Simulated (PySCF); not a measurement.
**2,2,2-trifluoroethanethiol (C2H3F3S): NMR shifts at several levels of theory**

Aim: compute the NMR shifts of 2,2,2-trifluoroethanethiol (C2H3F3S) (`FC(F)(F)CS`) at several levels, and see how far they spread and what each costs.

Computed with PySCF 2.14.0, with density-fitted response routines of our own, on a single molecule in the gas phase. Atoms count from 0, in the outputs and in this text.

**1. The molecule as given**

9 atoms, charge 0, multiplicity 1; geometry from: GFN2-xTB.

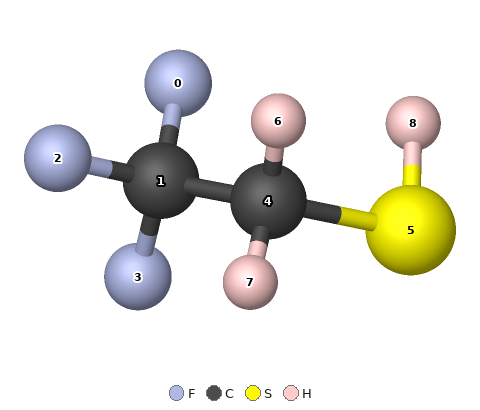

The starting geometry (fluorine light blue, carbon dark grey, sulfur yellow, hydrogen pink), atoms numbered; sticks join atoms by distance.

**2. Geometry optimisation at PBE0-D3(BJ)/def2-SVP**

The job: settings as JSON, then the geometry in Å.

```
{"job": {"xc": "PBE0", "basis": "def2-SVP", "d3": "d3bj", "grid": 1, "kind": "geom"}, "charge": 0, "multiplicity": 1}
F     -0.954353     0.835542     1.105030
C     -0.887483     0.156471    -0.050490
F     -1.911686    -0.713030    -0.040007
F     -1.133166     1.028366    -1.029448
C      0.433991    -0.570374    -0.213140
S      1.851440     0.575382    -0.215848
H      0.536895    -1.297814     0.592651
H      0.438892    -1.077143    -1.177781
H      1.639031     1.068593     1.003854
```

The program printed:

```text
step   0  E = -774.83200069  max force = 0.018140
step   1  E = -774.83182515  max force = 0.014240
step   2  E = -774.83282973  max force = 0.005082
step   3  E = -774.83299031  max force = 0.001666
step   4  E = -774.83300665  max force = 0.000823
step   5  E = -774.83301091  max force = 0.000231
optimisation converged
```

Run time: 21 s. Hardware: 1 thread, shared host.

Relaxation path: (the energy doesn't fall at every step)

```tsv
step	energy from step 0 (eV)	largest force component (eV/Å)
0	0.0000	0.9328
1	0.0048	0.7323
2	-0.0226	0.2613
3	-0.0269	0.0857
4	-0.0274	0.0423
5	-0.0275	0.0119
```

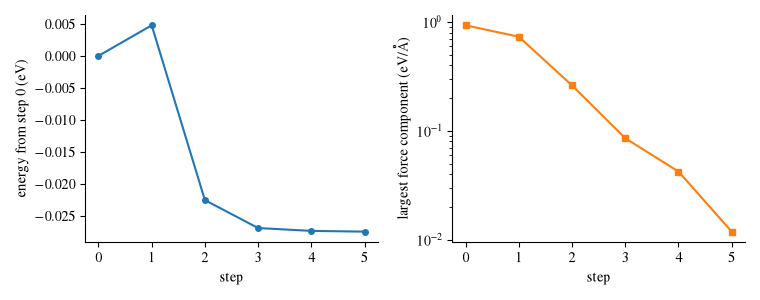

Energy and force, step by step.

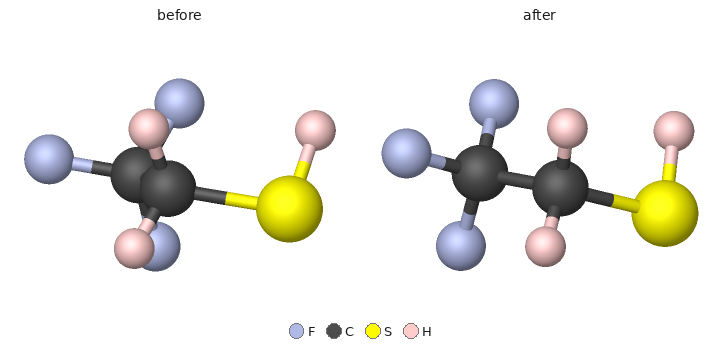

The geometry before (left) and after (right).

Distances of close pairs at the start and the end, largest changes first:

```tsv
bond	before (Å)	after (Å)	change (Å)
S5–H8	1.333	1.350	+0.017
C4–S5	1.823	1.807	-0.015
C4–H7	1.090	1.099	+0.009
C4–H6	1.090	1.099	+0.009
C1–F2	1.344	1.338	-0.005
C1–C4	1.517	1.512	-0.005
F0–C1	1.342	1.337	-0.005
C1–F3	1.334	1.329	-0.004
```

The next job starts from the end point, and lists it.

```tsv
at the end point	value
point group (found at 0.08 Å tolerance)	C1
rotational constants (GHz, main isotopes)	5.284, 1.782, 1.771
dipole moment (D)	1.66
```

**3. NMR shieldings: KT2/pcSseg-2**

The job: settings as JSON, then the geometry in Å.

```
{"job": {"kind": "nmr", "xc": "KT2", "basis": "pcSseg-2", "pop": false}, "charge": 0, "multiplicity": 1}
F     -1.365742     0.237015     0.964354
C     -0.835666    -0.375689    -0.098875
F     -1.145870    -1.674306    -0.008995
F     -1.430653     0.109647    -1.184191
C      0.665871    -0.206999    -0.140558
S      1.221887     1.510274    -0.231435
H      1.094348    -0.726111     0.728479
H      1.037566    -0.706358    -1.046342
H      0.794780     1.858371     1.001206
```

Method: GIAO KT2/pcSseg-2 NMR shielding, non-relativistic, gas phase.

The program printed:

```text
coarse grid: 8920 points
cycle   1  E = -784.0452231789  dE =  8.618e-01  |g| = 1.090e+00  |ddm| = 2.082e+00
cycle   2  E = -783.6297801602  dE =  4.154e-01  |g| = 1.997e+00  |ddm| = 1.308e+00
cycle   3  E = -784.2194180113  dE = -5.896e-01  |g| = 1.265e-01  |ddm| = 8.789e-01
cycle   4  E = -784.2218351312  dE = -2.417e-03  |g| = 7.592e-02  |ddm| = 1.527e-01
cycle   5  E = -784.2231970453  dE = -1.362e-03  |g| = 1.978e-02  |ddm| = 7.134e-02
cycle   6  E = -784.2232909648  dE = -9.392e-05  |g| = 3.512e-03  |ddm| = 2.425e-02
cycle   7  E = -784.2232933968  dE = -2.432e-06  |g| = 1.408e-03  |ddm| = 4.618e-03
final grid: 85096 points
cycle   8  E = -784.2380729893  dE = -3.570e-04  |g| = 3.468e-02  |ddm| = 1.183e-01
cycle   9  E = -784.2376735719  dE =  3.994e-04  |g| = 6.041e-02  |ddm| = 4.049e-02
cycle  10  E = -784.2382375137  dE = -5.639e-04  |g| = 3.724e-03  |ddm| = 2.856e-02
cycle  11  E = -784.2382399476  dE = -2.434e-06  |g| = 1.430e-03  |ddm| = 4.141e-03
cycle  12  E = -784.2382404099  dE = -4.623e-07  |g| = 3.118e-04  |ddm| = 1.357e-03
cycle  13  E = -784.2382404278  dE = -1.791e-08  |g| = 1.132e-04  |ddm| = 3.412e-04
cycle  14  E = -784.2382404303  dE = -2.525e-09  |g| = 3.797e-05  |ddm| = 1.048e-04
cycle  15  E = -784.2382404306  dE = -2.465e-10  |g| = 5.502e-06  |ddm| = 2.373e-05
converged SCF energy = -784.2382404306

GIAO shielding tensors (ppm)
atom      isotropic    diamagn.    paramagn.     s11        s22        s33       span
  0 F      246.530     470.871    -224.341    161.466    248.526    329.598    168.132
  1 C       47.477     241.971    -194.494     44.926     47.647     49.859      4.933
  2 F      237.964     468.702    -230.738    152.399    233.764    327.730    175.330
  3 F      247.535     468.643    -221.108    165.040    247.283    330.283    165.243
  4 C      148.431     247.160     -98.729    127.098    147.844    170.351     43.253
  5 S      613.297    1056.683    -443.386    489.194    531.920    818.777    329.582
  6 H       27.928      30.083      -2.156     21.882     28.045     33.856     11.974
  7 H       28.630      29.654      -1.024     23.454     28.199     34.238     10.784
  8 H       29.238      30.065      -0.826     22.122     27.723     37.870     15.747
```

Wall time 38 s (1 thread, shared host).

The references, computed at this level on geometries of the same kind, shield at (ppm): ¹H TMS 31.18, ¹³C TMS 182.3, ¹⁹F CFCl3 136.3, ³³S CS2 525. Their shielding less the atom's gives the shift. The references are single molecules in the gas phase, so shifts against H2O, NH3, PH3, H3PO4 or CFCl3 are not on the usual liquid scales and can be off by tens of ppm. Atoms listed in one row are averaged.

```tsv
atoms	environment	σ (ppm)	δ (ppm)
C1	CF3 carbon	47.5	134.8
C4	sp3 CH2 bonded to S	148.4	33.8
H6, H7	hydrogen on an sp3 CH2 bonded to S	28.28	2.90
H8	hydrogen on a thiol sulfur	29.24	1.94
F0, F2, F3	fluorine of a CF3 group	244.0	-107.7
S5	thiol sulfur	613	-88
```

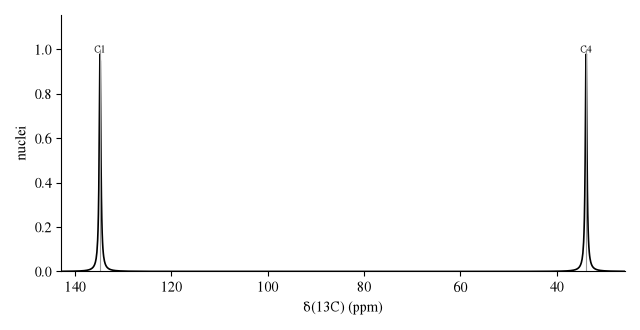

¹³C lines at the computed shifts, without couplings. Lines are broadened to a width of 0.40 ppm (Lorentzian).

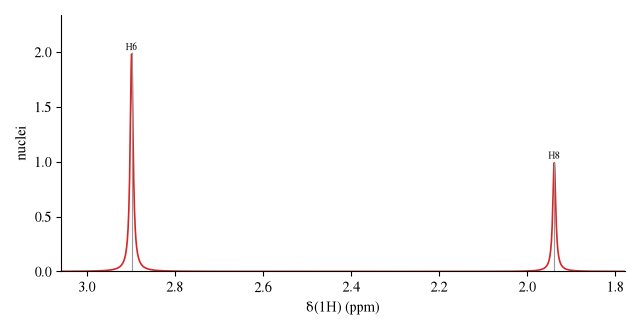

¹H lines at the computed shifts, without couplings. Lines are broadened to a width of 0.01 ppm (Lorentzian).

**4. Shielding tensors: KT3/pcSseg-2**

Settings changed since step 3:

```diff
@@ -1,2 +1,2 @@
-{"job": {"kind": "nmr", "xc": "KT2", "basis": "pcSseg-2", "pop": false}, "charge": 0, "multiplicity": 1}
+{"job": {"kind": "nmr", "xc": "KT3", "basis": "pcSseg-2", "pop": false}, "charge": 0, "multiplicity": 1}
 F     -1.365742     0.237015     0.964354
```

Level: GIAO KT3/pcSseg-2 NMR shielding, non-relativistic, gas phase.

The program printed:

```text
coarse grid: 8920 points
cycle   1  E = -783.3055466048  dE =  8.475e-01  |g| = 1.096e+00  |ddm| = 2.057e+00
cycle   2  E = -782.8971122591  dE =  4.084e-01  |g| = 1.984e+00  |ddm| = 1.316e+00
cycle   3  E = -783.4820568309  dE = -5.849e-01  |g| = 1.261e-01  |ddm| = 8.782e-01
cycle   4  E = -783.4845119142  dE = -2.455e-03  |g| = 7.512e-02  |ddm| = 1.568e-01
cycle   5  E = -783.4858440485  dE = -1.332e-03  |g| = 2.011e-02  |ddm| = 7.145e-02
cycle   6  E = -783.4859421034  dE = -9.805e-05  |g| = 3.389e-03  |ddm| = 2.399e-02
cycle   7  E = -783.4859443410  dE = -2.238e-06  |g| = 1.350e-03  |ddm| = 4.619e-03
final grid: 85096 points
cycle   8  E = -783.4996717413  dE = -3.741e-04  |g| = 3.147e-02  |ddm| = 1.033e-01
cycle   9  E = -783.4994220375  dE =  2.497e-04  |g| = 5.138e-02  |ddm| = 3.127e-02
cycle  10  E = -783.4997963663  dE = -3.743e-04  |g| = 3.669e-03  |ddm| = 2.093e-02
cycle  11  E = -783.4997986272  dE = -2.261e-06  |g| = 1.478e-03  |ddm| = 3.775e-03
cycle  12  E = -783.4997991366  dE = -5.094e-07  |g| = 3.155e-04  |ddm| = 1.506e-03
cycle  13  E = -783.4997991578  dE = -2.123e-08  |g| = 9.477e-05  |ddm| = 3.242e-04
cycle  14  E = -783.4997991597  dE = -1.812e-09  |g| = 2.633e-05  |ddm| = 8.930e-05
cycle  15  E = -783.4997991598  dE = -1.191e-10  |g| = 6.748e-06  |ddm| = 2.354e-05
converged SCF energy = -783.4997991598

GIAO shielding tensors (ppm)
atom      isotropic    diamagn.    paramagn.     s11        s22        s33       span
  0 F      252.337     472.398    -220.061    167.510    253.841    335.660    168.150
  1 C       48.305     241.199    -192.894     45.926     48.195     50.794      4.868
  2 F      243.267     469.943    -226.676    157.934    238.023    333.844    175.910
  3 F      252.809     470.144    -217.335    170.553    252.065    335.808    165.255
  4 C      147.166     246.558     -99.392    126.370    147.101    168.027     41.656
  5 S      606.522    1056.673    -450.150    478.833    526.333    814.401    335.568
  6 H       28.109      30.295      -2.186     22.150     28.216     33.961     11.812
  7 H       28.812      29.814      -1.002     23.696     28.370     34.371     10.675
  8 H       29.455      30.588      -1.134     22.383     28.015     37.965     15.582
```

Wall time 38 s (1 thread, shared host).

In short: δ C1 133.0, C4 34.1, F0 -102.6, S5 -81, H6 2.89, H8 1.90 ppm (means over like atoms).

**5. Nuclear shieldings: B97-D/pcSseg-2**

Settings changed since step 4:

```diff
@@ -1,2 +1,2 @@
-{"job": {"kind": "nmr", "xc": "KT3", "basis": "pcSseg-2", "pop": false}, "charge": 0, "multiplicity": 1}
+{"job": {"kind": "nmr", "xc": "B97-D", "basis": "pcSseg-2", "pop": false}, "charge": 0, "multiplicity": 1}
 F     -1.365742     0.237015     0.964354
```

With the program's defaults for keys left out, this is: GIAO B97-D/pcSseg-2 NMR shielding, non-relativistic, gas phase.

The program printed:

```text
coarse grid: 8920 points
cycle   1  E = -775.5924857206  dE =  8.103e-01  |g| = 1.003e+00  |ddm| = 2.095e+00
cycle   2  E = -775.2367944126  dE =  3.557e-01  |g| = 1.860e+00  |ddm| = 1.166e+00
cycle   3  E = -775.7422047607  dE = -5.054e-01  |g| = 1.129e-01  |ddm| = 7.607e-01
cycle   4  E = -775.7442242916  dE = -2.020e-03  |g| = 6.828e-02  |ddm| = 1.326e-01
cycle   5  E = -775.7452863147  dE = -1.062e-03  |g| = 1.734e-02  |ddm| = 5.879e-02
cycle   6  E = -775.7453581666  dE = -7.185e-05  |g| = 3.603e-03  |ddm| = 2.128e-02
cycle   7  E = -775.7453604453  dE = -2.279e-06  |g| = 1.265e-03  |ddm| = 4.242e-03
final grid: 85096 points
cycle   8  E = -775.7350505006  dE = -1.090e-04  |g| = 2.498e-02  |ddm| = 5.741e-02
cycle   9  E = -775.7348639376  dE =  1.866e-04  |g| = 4.265e-02  |ddm| = 2.641e-02
cycle  10  E = -775.7351303844  dE = -2.664e-04  |g| = 3.153e-03  |ddm| = 1.839e-02
cycle  11  E = -775.7351322107  dE = -1.826e-06  |g| = 9.140e-04  |ddm| = 2.977e-03
cycle  12  E = -775.7351323952  dE = -1.846e-07  |g| = 2.113e-04  |ddm| = 8.520e-04
cycle  13  E = -775.7351324047  dE = -9.507e-09  |g| = 4.737e-05  |ddm| = 1.984e-04
cycle  14  E = -775.7351324051  dE = -4.022e-10  |g| = 2.125e-05  |ddm| = 4.829e-05
converged SCF energy = -775.7351324051

GIAO shielding tensors (ppm)
atom      isotropic    diamagn.    paramagn.     s11        s22        s33       span
  0 F      253.374     471.942    -218.568    169.158    257.642    333.322    164.164
  1 C       42.203     240.451    -198.248     39.612     42.444     44.551      4.939
  2 F      244.948     469.666    -224.718    160.087    243.482    331.275    171.187
  3 F      253.989     469.777    -215.788    172.552    256.152    333.264    160.712
  4 C      143.304     246.721    -103.416    122.043    143.197    164.673     42.630
  5 S      581.438    1055.874    -474.436    447.742    496.170    800.403    352.661
  6 H       28.168      30.203      -2.034     22.331     28.330     33.844     11.512
  7 H       28.853      29.800      -0.947     23.825     28.487     34.247     10.422
  8 H       29.460      30.438      -0.979     22.420     28.081     37.878     15.457
```

It took 36 s on 1 thread, shared host.

Key values: δ C1 136.8, C4 35.7, F0 -96.6, S5 -78, H6 2.89, H8 1.94 ppm (means over like atoms).

**6. NMR shieldings: B3LYP/pcSseg-2**

Settings changed since step 5:

```diff
@@ -1,2 +1,2 @@
-{"job": {"kind": "nmr", "xc": "B97-D", "basis": "pcSseg-2", "pop": false}, "charge": 0, "multiplicity": 1}
+{"job": {"kind": "nmr", "xc": "B3LYP", "basis": "pcSseg-2", "pop": false}, "charge": 0, "multiplicity": 1}
 F     -1.365742     0.237015     0.964354
```

Level: GIAO B3LYP/pcSseg-2 NMR shielding, non-relativistic, gas phase.

The program printed:

```text
coarse grid: 8920 points
cycle   1  E = -775.8206531657  dE =  8.561e-01  |g| = 9.285e-01  |ddm| = 2.061e+00
cycle   2  E = -775.6411034110  dE =  1.795e-01  |g| = 1.472e+00  |ddm| = 9.668e-01
cycle   3  E = -775.9548250166  dE = -3.137e-01  |g| = 6.747e-02  |ddm| = 5.817e-01
cycle   4  E = -775.9554072425  dE = -5.822e-04  |g| = 4.490e-02  |ddm| = 7.646e-02
cycle   5  E = -775.9558660076  dE = -4.588e-04  |g| = 7.631e-03  |ddm| = 3.493e-02
cycle   6  E = -775.9558789000  dE = -1.289e-05  |g| = 2.336e-03  |ddm| = 1.030e-02
cycle   7  E = -775.9558799213  dE = -1.021e-06  |g| = 4.568e-04  |ddm| = 2.610e-03
final grid: 85096 points
cycle   8  E = -775.9531220143  dE = -6.865e-05  |g| = 4.827e-03  |ddm| = 3.019e-02
cycle   9  E = -775.9531179539  dE =  4.060e-06  |g| = 7.009e-03  |ddm| = 5.060e-03
cycle  10  E = -775.9531256709  dE = -7.717e-06  |g| = 4.457e-04  |ddm| = 3.059e-03
cycle  11  E = -775.9531257039  dE = -3.299e-08  |g| = 1.951e-04  |ddm| = 6.129e-04
cycle  12  E = -775.9531257117  dE = -7.850e-09  |g| = 3.905e-05  |ddm| = 1.898e-04
cycle  13  E = -775.9531257120  dE = -2.860e-10  |g| = 9.048e-06  |ddm| = 3.418e-05
converged SCF energy = -775.9531257120

GIAO shielding tensors (ppm)
atom      isotropic    diamagn.    paramagn.     s11        s22        s33       span
  0 F      258.037     471.135    -213.098    169.834    262.935    341.341    171.507
  1 C       42.443     238.661    -196.217     39.013     43.545     44.772      5.760
  2 F      249.201     469.060    -219.859    160.348    247.718    339.537    179.190
  3 F      258.845     469.052    -210.208    173.356    261.668    341.509    168.153
  4 C      143.780     244.072    -100.292    122.670    142.828    165.844     43.174
  5 S      578.991    1054.740    -475.750    433.572    497.777    805.622    372.050
  6 H       28.227      29.976      -1.749     22.331     28.360     33.991     11.660
  7 H       28.890      29.650      -0.760     23.771     28.418     34.480     10.710
  8 H       29.400      30.220      -0.820     22.302     27.921     37.978     15.676
```

Run time: 25 s. Hardware: 1 thread, shared host.

Key values: δ C1 136.7, C4 35.4, F0 -85.6, S5 -87, H6 2.83, H8 1.99 ppm (means over like atoms).

**7. NMR shieldings: PBE0/pcSseg-2**

Settings changed since step 6:

```diff
@@ -1,2 +1,2 @@
-{"job": {"kind": "nmr", "xc": "B3LYP", "basis": "pcSseg-2", "pop": false}, "charge": 0, "multiplicity": 1}
+{"job": {"kind": "nmr", "xc": "PBE0", "basis": "pcSseg-2", "pop": false}, "charge": 0, "multiplicity": 1}
 F     -1.365742     0.237015     0.964354
```

With the program's defaults for keys left out, this is: GIAO PBE0/pcSseg-2 NMR shielding, non-relativistic, gas phase.

The program printed:

```text
coarse grid: 8920 points
cycle   1  E = -775.2943462263  dE =  8.694e-01  |g| = 8.766e-01  |ddm| = 2.075e+00
cycle   2  E = -775.1681214712  dE =  1.262e-01  |g| = 1.302e+00  |ddm| = 8.874e-01
cycle   3  E = -775.4171871459  dE = -2.491e-01  |g| = 5.739e-02  |ddm| = 5.217e-01
cycle   4  E = -775.4176099077  dE = -4.228e-04  |g| = 3.684e-02  |ddm| = 6.272e-02
cycle   5  E = -775.4179168945  dE = -3.070e-04  |g| = 6.142e-03  |ddm| = 2.888e-02
cycle   6  E = -775.4179251805  dE = -8.286e-06  |g| = 1.931e-03  |ddm| = 8.169e-03
final grid: 85096 points
cycle   7  E = -775.4203351690  dE = -8.229e-05  |g| = 8.101e-03  |ddm| = 3.196e-02
cycle   8  E = -775.4203245344  dE =  1.063e-05  |g| = 1.072e-02  |ddm| = 1.328e-02
cycle   9  E = -775.4203489271  dE = -2.439e-05  |g| = 9.554e-04  |ddm| = 7.693e-03
cycle  10  E = -775.4203490596  dE = -1.325e-07  |g| = 2.854e-04  |ddm| = 7.056e-04
cycle  11  E = -775.4203490720  dE = -1.242e-08  |g| = 6.973e-05  |ddm| = 2.258e-04
cycle  12  E = -775.4203490729  dE = -9.270e-10  |g| = 1.783e-05  |ddm| = 6.904e-05
converged SCF energy = -775.4203490729

GIAO shielding tensors (ppm)
atom      isotropic    diamagn.    paramagn.     s11        s22        s33       span
  0 F      261.419     470.216    -208.797    174.670    267.050    342.538    167.868
  1 C       49.264     240.071    -190.806     46.158     50.190     51.444      5.286
  2 F      253.100     468.033    -214.933    165.640    252.852    340.808    175.169
  3 F      262.315     468.132    -205.817    178.214    265.957    342.773    164.559
  4 C      150.421     245.746     -95.325    129.912    149.231    172.122     42.210
  5 S      611.077    1054.643    -443.565    474.727    529.943    828.561    353.834
  6 H       28.153      29.828      -1.675     22.122     28.144     34.194     12.072
  7 H       28.753      29.435      -0.682     23.481     28.124     34.654     11.173
  8 H       29.210      30.079      -0.870     21.936     27.549     38.144     16.208
```

It took 25 s on 1 thread, shared host.

This run: δ C1 134.9, C4 33.7, F0 -83.1, S5 -108, H6 2.79, H8 2.04 ppm (means over like atoms).

**8. NMR shieldings: mPW1PW91/pcSseg-2**

Settings changed since step 7:

```diff
@@ -1,2 +1,2 @@
-{"job": {"kind": "nmr", "xc": "PBE0", "basis": "pcSseg-2", "pop": false}, "charge": 0, "multiplicity": 1}
+{"job": {"kind": "nmr", "xc": "mPW1PW91", "basis": "pcSseg-2", "pop": false}, "charge": 0, "multiplicity": 1}
 F     -1.365742     0.237015     0.964354
```

Level: GIAO mPW1PW91/pcSseg-2 NMR shielding, non-relativistic, gas phase.

The program printed:

```text
coarse grid: 8920 points
cycle   1  E = -775.7338342958  dE =  8.715e-01  |g| = 8.987e-01  |ddm| = 2.074e+00
cycle   2  E = -775.6013630763  dE =  1.325e-01  |g| = 1.335e+00  |ddm| = 9.005e-01
cycle   3  E = -775.8619347607  dE = -2.606e-01  |g| = 5.774e-02  |ddm| = 5.314e-01
cycle   4  E = -775.8623721445  dE = -4.374e-04  |g| = 3.738e-02  |ddm| = 6.440e-02
cycle   5  E = -775.8626909061  dE = -3.188e-04  |g| = 6.207e-03  |ddm| = 2.937e-02
cycle   6  E = -775.8626994509  dE = -8.545e-06  |g| = 1.911e-03  |ddm| = 8.263e-03
final grid: 85096 points
cycle   7  E = -775.8627447210  dE = -7.405e-05  |g| = 6.291e-03  |ddm| = 3.069e-02
cycle   8  E = -775.8627388019  dE =  5.919e-06  |g| = 8.097e-03  |ddm| = 1.026e-02
cycle   9  E = -775.8627526891  dE = -1.389e-05  |g| = 7.739e-04  |ddm| = 5.912e-03
cycle  10  E = -775.8627527764  dE = -8.732e-08  |g| = 2.485e-04  |ddm| = 5.747e-04
cycle  11  E = -775.8627527859  dE = -9.524e-09  |g| = 6.275e-05  |ddm| = 2.005e-04
cycle  12  E = -775.8627527867  dE = -7.522e-10  |g| = 1.393e-05  |ddm| = 5.661e-05
converged SCF energy = -775.8627527867

GIAO shielding tensors (ppm)
atom      isotropic    diamagn.    paramagn.     s11        s22        s33       span
  0 F      262.053     470.363    -208.309    175.341    267.648    343.171    167.831
  1 C       48.532     240.117    -191.585     45.336     49.375     50.884      5.547
  2 F      253.887     468.185    -214.298    166.410    253.658    341.592    175.182
  3 F      262.934     468.285    -205.351    178.837    266.606    343.360    164.523
  4 C      149.594     245.928     -96.335    129.051    148.505    171.224     42.173
  5 S      605.869    1054.856    -448.987    467.728    525.219    824.660    356.931
  6 H       28.205      29.823      -1.618     22.209     28.196     34.211     12.002
  7 H       28.802      29.429      -0.628     23.554     28.176     34.675     11.121
  8 H       29.277      30.110      -0.833     22.018     27.639     38.174     16.156
```

Run time: 25 s. Hardware: 1 thread, shared host.

Key values: δ C1 135.0, C4 33.9, F0 -82.4, S5 -106, H6 2.79, H8 2.02 ppm (means over like atoms).

**9. Run by run: NMR shifts**

Shifts (ppm), means over like atoms, with basis size and wall time:

```tsv
run	C1	C4	H6	H8	F0	S5	functions	time
KT2/pcSseg-2	134.8	33.8	2.90	1.94	-107.7	-88	265	38 s
KT3/pcSseg-2	133.0	34.1	2.89	1.90	-102.6	-81	265	38 s
B97-D/pcSseg-2	136.8	35.7	2.89	1.94	-96.6	-78	265	36 s
B3LYP/pcSseg-2	136.7	35.4	2.83	1.99	-85.6	-87	265	25 s
PBE0/pcSseg-2	134.9	33.7	2.79	2.04	-83.1	-108	265	25 s
mPW1PW91/pcSseg-2	135.0	33.9	2.79	2.02	-82.4	-106	265	25 s
```

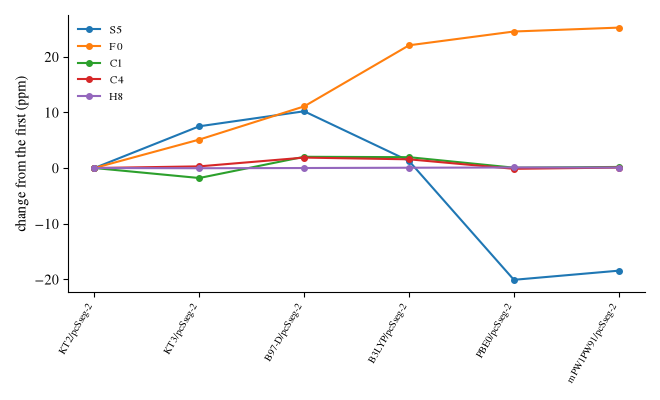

How five of the tabulated atoms move from run to run.

**10. Results**

| quantity | value |
| --- | --- |
| point group | C1 |
| rotational constants (main isotopes) | 5.28, 1.78, 1.77 GHz |
| ¹³C shifts against TMS (KT2/pcSseg-2) | 134.8, 33.8 ppm |
| ¹H shifts against TMS (KT2/pcSseg-2, means over atoms taken as alike) | 2.90, 1.94 ppm |
| ¹⁹F shifts against CFCl3 (KT2/pcSseg-2, means over atoms taken as alike) | -107.7 ppm |
| ³³S shifts against CS2 (KT2/pcSseg-2) | -88 ppm |
| range of the shift of S5 | -108 to -78 ppm |

In words: Single values in the summary come from the first run of each kind that ended normally (KT2/pcSseg-2), which need not be the best level. Over 5 steps the energy fell by 0.027 eV; of the close pairs, S5–H8 changed most, 1.333 to 1.350 Å. At KT2/pcSseg-2: The largest span, 330 ppm, is at S5, where the paramagnetic term is -443 ppm. In ppm, S5 moves most: its shift spreads over 30 ppm, from -108 (PBE0/pcSseg-2) to -78 (B97-D/pcSseg-2).
